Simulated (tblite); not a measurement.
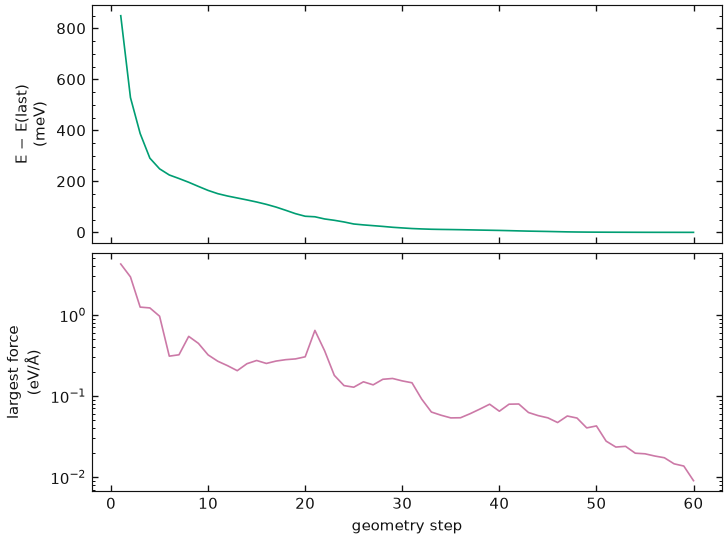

History of a geometry optimisation.

C6H6FO3P (SMILES O=P(O)(O)c1ccccc1F); GFN2-xTB geometry optimisation, gas phase in tblite.

### How did the optimisation end?

The optimisation met its thresholds at geometry 60, counting the start as the first. The energy fell by about 850 meV from the first step to the last. The largest force goes from about 4.2 eV/Å at the start to 9 × 10⁻³ eV/Å at the end.
